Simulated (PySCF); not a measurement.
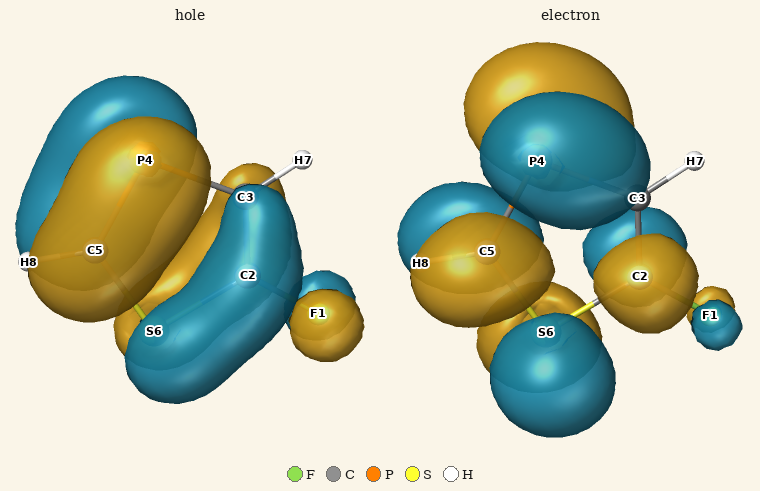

Figure 1: C$_{3}$H$_{2}$FPS, SMILES `Fc1cpcs1`. Leading natural transition orbital pair of S₁ (full linear response singlet states); the surfaces enclose about 85 % of each orbital's density.

Level of theory: CAM-B3LYP/def2-SVPD (PySCF), at a geometry from GFN2-xTB. No frequency check shows the geometry to be a minimum. GFN2-xTB bond lengths at metals and heavier atoms can be off by up to 0.1 Å and shapes distorted, which carries into these values.

The calculation's input:

```python
import numpy as np
from pyscf import gto, scf, dft, tdscf
from pyscf.scf import atom_ks, atom_hf
from scipy.linalg import block_diag

def solve(mol, dm0=None, hcore=None):
    mf = (dft.UKS if mol.spin else dft.RKS)(mol, xc='camb3lyp')
    mf.grids.level = 3
    mf = mf.density_fit(auxbasis='def2-universal-jkfit')
    mf.conv_tol, mf.max_cycle = 1e-8, 80
    if hcore is not None:
        mf.get_hcore = lambda *args: hcore
    mf.kernel(dm0)
    if not mf.converged:
        mf = mf.newton().run(mf.mo_coeff, mf.mo_occ, max_cycle=30)
    assert mf.converged, 'SCF not converged'
    return mf

mol = gto.M(atom='''
F      2.22448     0.75319     0.00000
C      0.93388     0.40767     0.00000
C     -0.08751     1.29110     0.00000
P     -1.71351     0.60023     0.00000
C     -1.12891    -1.00046     0.00000
S      0.56463    -1.27797     0.00000
H      0.09474     2.35288     0.00000
H     -1.75119    -1.87746     0.00000
''', basis='def2-svpd', charge=0, spin=0, verbose=4)
mf = solve(mol)
td = mf.TDDFT()
td.nstates, td.singlet, td.conv_tol = 4, True, 1e-5
td.kernel()
td.analyze()
x, y = np.array([p[0] for p in td.xy]), np.array([p[1] + 0 * p[0] for p in td.xy])
f, mu = td.oscillator_strength(), td.transition_dipole()
nto = [td.get_nto(state=i + 1, verbose=4) for i in range(len(td.e))]
# spherically averaged free atoms, for the promolecule
atm = atom_ks.get_atm_nrks(mol, xc='camb3lyp')
pro = block_diag(*[(atm[a[0]][2] * atm[a[0]][3]) @ atm[a[0]][2].T for a in mol._atom])
np.savez('result.npz', e=td.e, f=f, ok=td.converged, w=[n[0] for n in nto], nto=[n[1] for n in nto], x=x, y=y, c=mf.mo_coeff, occ=mf.mo_occ, eps=mf.mo_energy, pro=pro, mu=mu)
```

Run with:

```sh
OMP_NUM_THREADS=1 python input.py
```

The run took 10 min on 1 thread of AMD EPYC 7R13 Processor (Zen 3) (shared host), peak memory 0.95 GiB.

What kind of excitation is it, and where does it lie?

Answer. 4.94 eV (251 nm), f = 0.086, π → π*; the leading pair carries 94 %; hole on P4 (30 %), C5 (26 %) and C2 (15 %), electron on P4 (34 %), C5 (23 %) and S6 (22 %); their centroids lie 0.1 Å apart. In canonical orbitals it is mainly HOMO → LUMO (94 %). The HOMO–LUMO gap is 7.69 eV.
